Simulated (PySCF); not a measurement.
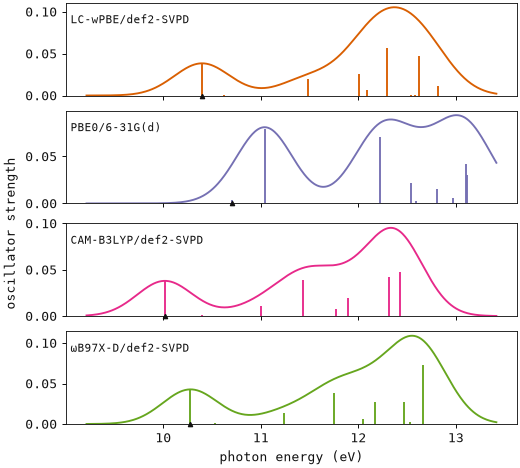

Vertical TDDFT spectra of C₂HF₅ (pentafluoroethane), SMILES FC(F)C(F)(F)F at one geometry and several levels (PySCF, at a PBE0-D3(BJ)/def2-SVP geometry (no frequency check)); sticks with Gaussians of 1/e half-width 0.40 eV, the triangle marks S1, which has the same leading orbital pair at all these levels. Only the lowest states were computed, so the high end is incomplete.

> Order the levels by their S1 energy.

From lowest to highest: CAM-B3LYP/def2-SVPD 10.01 eV, ωB97X-D/def2-SVPD 10.27 eV, LC-wPBE/def2-SVPD 10.39 eV, PBE0/6-31G(d) 10.71 eV; a spread of 0.70 eV.

Limits of at least one run: 6-31G(d) has no diffuse functions, so states with Rydberg character are missing or too high; core orbitals are frozen in the response; states above the negative HOMO energy depend on the basis.
